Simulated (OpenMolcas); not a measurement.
Excited-state calculation of RuF6 (charge −3) (part 1 of 4)

The run: excited-state calculation of RuF6, charge −3, multiplicity 2. Method and program: MC-PDFT (ftrevPBE)/ANO-RCC-VDZ, DKH2 (OpenMolcas 26.06).

The geometry comes from this level: GFN2-xTB.

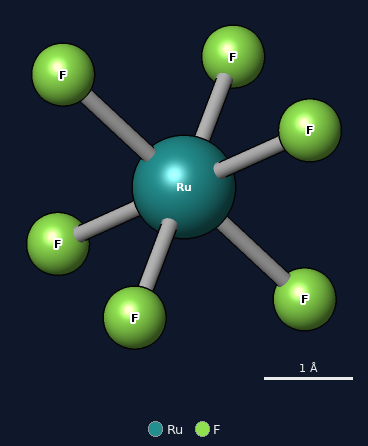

Figure 1. The structure (ball-and-stick view, seen at a tilt). Sticks mark near contacts. Bond lengths as drawn: F–Ru 2.07 Å.

### Input file
```
* F6Ru MC-PDFT

&gateway
  basisset
  Ru.ANO-RCC-VDZ....
  Ru1 0.000410 0.000420 -0.000680 angstrom
  End of Basis
  basisset
  F.ANO-RCC-VDZ....
  F2 -0.019980 -0.009960 2.069550 angstrom
  F3 0.019530 0.010810 -2.069680 angstrom
  F4 2.070710 0.004780 0.019470 angstrom
  F5 -2.067750 -0.006870 -0.018300 angstrom
  F6 -0.007290 2.071220 0.009870 angstrom
  F7 0.004370 -2.070410 -0.010230 angstrom
  End of Basis
  ricd

&seward
  relativistic=R02E00

&rasscf
  fileorb=$CurrDir/step2.RasOrb
  spin=2
  nactel=11 0 0
  inactive=45
  ras2=8
  ciroot=5 5 1
  orblisting=Nothing
  orbappear=Compact

&mcpdft
  ksdft=FT:revPBE
```

Run on 1 thread of Arm Neoverse V2, 24 GiB of memory available, shared host.

Run as:
```bash
export MOLCAS_MEM=1860
pymolcas step6.input > step6.log
```

### The program's output
```
--- Start Module: gateway ---

                                              &GATEWAY

                       available to each process: 1.9 GB of memory, 1 thread

++    Symmetry information:
      ---------------------

                    Character Table for C1

                             E
                    a        1  x, y, xy, Rz, z, xz, Ry, yz, Rx, I
--

++    Basis set information:
      ----------------------

      Basis set label: RU.ANO-RCC...6S5P3D.

      Electronic valence basis set:
      ------------------
      Associated Effective Charge  44.000000 au
      Associated Actual Charge     44.000000 au
      Nuclear Model: Point charge

      Shell  nPrim  nBasis  Cartesian Spherical Contaminant
         s      21       6        X
         p      18       5        X
         d      13       3                 X

      Basis set label: F.ANO-RCC...3S2P.

      Electronic valence basis set:
      ------------------
      Associated Effective Charge   9.000000 au
      Associated Actual Charge      9.000000 au
      Nuclear Model: Point charge

      Shell  nPrim  nBasis  Cartesian Spherical Contaminant
         s      14       3        X
         p       9       2        X
--

++    Molecular structure info:
      -------------------------

                    ************************************************
                    **** Cartesian Coordinates / bohr, angstrom ****
                    ************************************************

     Center  Label                x              y              z                     x              y              z
        1      RU1              0.000775       0.000794      -0.001285              0.000410       0.000420      -0.000680
        2      F2              -0.037757      -0.018822       3.910883             -0.019980      -0.009960       2.069550
        3      F3               0.036906       0.020428      -3.911128              0.019530       0.010810      -2.069680
        4      F4               3.913075       0.009033       0.036793              2.070710       0.004780       0.019470
        5      F5              -3.907481      -0.012982      -0.034582             -2.067750      -0.006870      -0.018300
        6      F6              -0.013776       3.914039       0.018652             -0.007290       2.071220       0.009870
        7      F7               0.008258      -3.912508      -0.019332              0.004370      -2.070410      -0.010230

                    ***************************************
                    *    InterNuclear Distances / bohr    *
                    ***************************************

               1 RU1           2 F2            3 F3            4 F4            5 F5            6 F6
    1 RU1      0.000000
    2 F2       3.912407        0.000000
    3 F3       3.910060        7.822466        0.000000
    4 F4       3.912494        5.533391        5.532711        0.000000
    5 F5       3.908422        5.526436        5.530544        7.820913        0.000000
    6 F6       3.913323        5.533302        5.532264        5.538010        5.530395        0.000000
    7 F7       3.913350        5.532585        5.533072        5.534368        5.526260        7.826670

               7 F7
    7 F7       0.000000

                    *******************************************
                    *    InterNuclear Distances / angstrom    *
                    *******************************************

               1 RU1           2 F2            3 F3            4 F4            5 F5            6 F6
    1 RU1      0.000000
    2 F2       2.070356        0.000000
    3 F3       2.069114        4.139471        0.000000
    4 F4       2.070403        2.928144        2.927785        0.000000
    5 F5       2.068248        2.924464        2.926638        4.138649        0.000000
    6 F6       2.070841        2.928097        2.927548        2.930589        2.926559        0.000000
    7 F7       2.070856        2.927718        2.927976        2.928661        2.924371        4.141695

               7 F7
    7 F7       0.000000
--

            Nuclear Potential Energy            814.18008669 au

--- Stop Module: gateway /rc=_RC_ALL_IS_WELL_ ---
--- Module gateway spent 2 seconds ---

--- Start Module: seward ---

                                              &SEWARD

                       available to each process: 1.9 GB of memory, 1 thread

               SEWARD will generate:
                  Multipole Moment integrals up to order  2
                  Kinetic Energy integrals
                  Nuclear Attraction integrals (point charge)
                  One-Electron Hamiltonian integrals
                  Velocity integrals
                  Relativistic Douglas-Kroll-Hess integrals:
                    - Parametrization         : EXP
                    - DKH order of Hamiltonian: 2
                    - DKH order of Properties : 0
                         - multipole moment operators
                         - electric potential operators
                         - contact operators
                  Orbital angular momentum around (  0.0003   0.0003  -0.0005 )
                  Velocity quadrupole around (  0.0003   0.0003  -0.0005 )
                  Atomic mean-field integrals
                  RI decomposed two-electron repulsion integrals stored Cholesky style
                   - acCD auxiliary basis
                   - CD Threshold:   1.00E-04

                   Integrals are discarded if absolute value <: 1.00E-14
                   Integral cutoff threshold is set to       <: 1.00E-16

            Nuclear Potential Energy            814.18008669 au

      Basis set specifications :
      Symmetry species         a
      Basis functions           90

--- Stop Module: seward /rc=_RC_ALL_IS_WELL_ ---
--- Module seward spent 2 seconds ---

--- Start Module: rasscf ---

                                              &RASSCF

                       available to each process: 1.9 GB of memory, 1 thread

      Header of the ONEINT file:
      --------------------------

      OrdInt status: non-squared

      Cartesian coordinates in angstrom:
      -----------------------------------------------------
      No.  Label        X            Y            Z
      -----------------------------------------------------
       1   RU1        0.00041000   0.00042000  -0.00068000
       2   F2        -0.01998000  -0.00996000   2.06955000
       3   F3         0.01953000   0.01081000  -2.06968000
       4   F4         2.07071000   0.00478000   0.01947000
       5   F5        -2.06775000  -0.00687000  -0.01830000
       6   F6        -0.00729000   2.07122000   0.00987000
       7   F7         0.00437000  -2.07041000  -0.01023000
      -----------------------------------------------------
      Nuclear repulsion energy =  814.18008669

++    Wave function specifications:
      -----------------------------

      Number of closed shell electrons          90
      Number of electrons in active shells      11
      Max number of holes in RAS1 space          0
      Max nr of electrons in RAS3 space          0
      Number of inactive orbitals               45
      Number of active orbitals                  8
      Number of secondary orbitals              37
      Spin quantum number                      0.5
      State symmetry                             1
--

++    Orbital specifications:
      -----------------------

      Symmetry species                           1
                                                 a
      Frozen orbitals                            0
      Inactive orbitals                         45
      Active orbitals                            8
      RAS1 orbitals                              0
      RAS2 orbitals                              8
      RAS3 orbitals                              0
      Secondary orbitals                        37
      Deleted orbitals                           0
      Number of basis functions                 90
--

++    CI expansion specifications:
      ----------------------------

      Number of CSFs                          1008
      Number of determinants                  1568
      Number of root(s) required                 5
      Root chosen for geometry opt.              5
      CI roots used                              1     2     3     4     5
      weights                                0.200 0.200 0.200 0.200 0.200
      highest root included in the CI            5
      max. size of the explicit Hamiltonian    200
--

++    Optimization specifications:
      ----------------------------

      RASSCF algorithm: LK RI/DF
      Maximum number of macro iterations       200
      Maximum number of SX iterations          100
      Threshold for RASSCF energy            1.000E-08
      Threshold for max MO rotation          1.000E-01
      Threshold for max BLB element          1.000E-04
      Level shift parameter                  5.000E-01
      Make Quasi-Newton update
--

      The MO-coefficients are taken from the file:
      step2.RasOrb
      Title: RASSCF average (pseudo-natural) orbitals

      Total molecular charge   -3.00

      ************************************************************************************************************************
      *                                            Wave function control section                                             *
      ************************************************************************************************************************

                                         RASSCF iterations: Energy and convergence statistics
                                         ----------------------------------------------------

          iter iter root      energy       change     param      element    value   shift minimum  type update hh:mm:ss
 Nr of preliminary CI iterations:   4
      Total energies have been shifted. Add                -5000.00 au
        1   1    4    0  -124.53444940    0.00E+00  -5.28E-04   49  77 1 -2.86E-05   0.27   0.00    SX    NO    0:00:00
        2   1    4    0  -124.53444941   -6.19E-09   5.41E-04   33  52 1  1.11E-05   0.27   0.00    SX    NO    0:00:00
        3   1    4    0  -124.53444941   -2.60E-09  -5.55E-04   33  52 1  6.52E-06   0.27   0.00    SX    NO    0:00:00
        4   5    4    0  -124.53445010   -6.86E-07* -5.65E-04   49  77 1  2.35E-05   0.27   0.00    SX    NO    0:00:00
        5   1    4    0  -124.53445010   -4.19E-09  -1.72E-03   30  58 1  8.70E-06   0.27   1.74    QN   YES    0:00:00
      Convergence after  5 iterations
        6   3    4    0  -124.53445011   -5.73E-09  -1.72E-03   49  77 1 -2.06E-05   0.27   1.74    QN   YES    0:00:00

      ************************************************************************************************************************
                                                      Wave function printout:
                       occupation of active orbitals, and spin coupling of open shells (u,d: Spin up or down)
      ************************************************************************************************************************

      Note: transformation to natural orbitals
      has been made, which may change the order of the CSFs.

      printout of CI-coefficients larger than  0.05 for root  1
      energy=   -5124.563394
      conf/sym  11111111     Coeff  Weight
             2  2222u200  -0.96721 0.93550
            18  2222u002   0.07146 0.00511
            22  222u2du0   0.05839 0.00341
            38  222u2u0d  -0.19040 0.03625
           174  2220u202  -0.07137 0.00509

      printout of CI-coefficients larger than  0.05 for root  2
      energy=   -5124.563328
      conf/sym  11111111     Coeff  Weight
             1  22222u00   0.96150 0.92448
             8  22220u20   0.07285 0.00531
            21  222u2200  -0.10812 0.01169
            25  222uu2d0   0.16369 0.02680
            31  222ud20u  -0.05125 0.00263
            39  222uu20d   0.09417 0.00887
           162  22202u20   0.05690 0.00324
           173  22202u02   0.06195 0.00384

      printout of CI-coefficients larger than  0.05 for root  3
      energy=   -5124.563270
      conf/sym  11111111     Coeff  Weight
             1  22222u00  -0.10788 0.01164
             6  2222uud0   0.16343 0.02671
            10  2222ud0u  -0.05091 0.00259
            15  2222uu0d  -0.09570 0.00916
            21  222u2200  -0.96127 0.92403
            26  222u2020   0.05678 0.00322
            29  222u0220   0.07278 0.00530
            47  222u2002   0.06207 0.00385

      printout of CI-coefficients larger than  0.05 for root  4
      energy=   -5124.491206
      conf/sym  11111111     Coeff  Weight
             6  2222uud0  -0.05032 0.00253
            15  2222uu0d   0.09090 0.00826
            17  22220uud   0.06169 0.00381
            23  222ud2u0  -0.13123 0.01722
            25  222uu2d0   0.47926 0.22969
            31  222ud20u  -0.08312 0.00691
            39  222uu20d  -0.84542 0.71473
            45  222uu02d   0.05883 0.00346

      printout of CI-coefficients larger than  0.05 for root  5
      energy=   -5124.491053
      conf/sym  11111111     Coeff  Weight
             4  2222udu0  -0.12999 0.01690
             6  2222uud0  -0.48110 0.23146
            10  2222ud0u   0.08819 0.00778
            15  2222uu0d  -0.84403 0.71239
            25  222uu2d0  -0.05049 0.00255
            39  222uu20d  -0.09074 0.00823
            43  222u02ud   0.06185 0.00383
           172  2220uu2d   0.05892 0.00347

      Natural orbitals and occupation numbers for root  1
      sym 1:   1.999383   1.992692   1.992605   1.943913   1.039777   1.943899   0.022043   0.065688

      Natural orbitals and occupation numbers for root  2
      sym 1:   1.999383   1.992703   1.992586   1.944154   1.944328   1.039528   0.065381   0.021937

      Natural orbitals and occupation numbers for root  3
      sym 1:   1.999383   1.992701   1.992586   1.039694   1.944143   1.943957   0.065657   0.021879

      Natural orbitals and occupation numbers for root  4
      sym 1:   1.999641   1.997743   1.993161   1.000414   1.000058   1.979595   0.048857   0.980530

      Natural orbitals and occupation numbers for root  5
      sym 1:   1.999642   1.997739   1.993167   1.979534   0.999983   1.000509   0.049413   0.980013

      ************************************************************************************************************************
      *                                                    Final results                                                     *
      ************************************************************************************************************************

++    Final optimization conditions:
      ------------------------------

      Average CI energy                           -5124.53445011
      RASSCF energy for state  5                  -5124.49105332
      Super-CI energy                                -0.00000000
      RASSCF energy change                            0.00000000
      Max change in MO coefficients               1.720E-03
      Max non-diagonal density matrix element    -1.721E-03
      Maximum BLB matrix element                 -2.055E-05
      (orbital pair  49,  77 in symmetry   1)
      Norm of electronic gradient            5.051E-02
--

      Final state energy(ies):
      ------------------------

::    RASSCF root number  1 Total energy:  -5124.56339364
::    RASSCF root number  2 Total energy:  -5124.56332774
::    RASSCF root number  3 Total energy:  -5124.56326994
::    RASSCF root number  4 Total energy:  -5124.49120590
::    RASSCF root number  5 Total energy:  -5124.49105332
      Von Neumann Entropy (Root   1) =  0.81499

      Mulliken population analysis for root number:  1
      -----------------------------------------------

++    Molecular charges:
      ------------------

      Mulliken charges per centre
      ---------------------------

                RU1     F2      F3      F4      F5      F6      F7
      Total   42.1087  9.8219  9.8216  9.8122  9.8112  9.8122  9.8121

      N-E      1.8913 -0.8219 -0.8216 -0.8122 -0.8112 -0.8122 -0.8121

      Total electronic charge=  101.000000

      Total            charge=   -3.000000
--

      Expectation values of various properties for root number:  1
      -----------------------------------------------------------

++    Molecular properties:
      ---------------------

      Charge (e):
                      =   -3.0000
      Dipole Moment (debye):
      Origin of the operator (angstrom)=    0.0002    0.0002   -0.0003
                   X= -2.1331E-03               Y=  6.1467E-03               Z= -1.3209E-02           Total=  1.4724E-02
      Center of Charge (angstrom)
                     X=    0.00016553               Y=   -0.00040875               Z=    0.00088764
      Quadrupole Moment (debye*angstrom):
      Origin of the operator (angstrom)=    0.0002    0.0002   -0.0003
                  XX= -8.9352E+01              XY= -1.3857E-03              XZ=  3.7395E-02              YY= -8.9412E+01
                  YZ=  1.7116E-02              ZZ= -9.0700E+01
      In traceless form (debye*angstrom)
                  XX=  7.0411E-01              XY= -2.0785E-03              XZ=  5.6092E-02              YY=  6.1460E-01
                  YZ=  2.5674E-02              ZZ= -1.3187E+00
--

      Mulliken spin population analysis for root number:  1
      ---------------------------------------------------

++    Molecular charges:
      ------------------

      Mulliken spin population per centre
      ---------------------------

                RU1     F2      F3      F4      F5      F6      F7
      Total    1.0002 -0.0042 -0.0042  0.0021  0.0021  0.0020  0.0020

      Total electronic spin=    1.000000
--
```
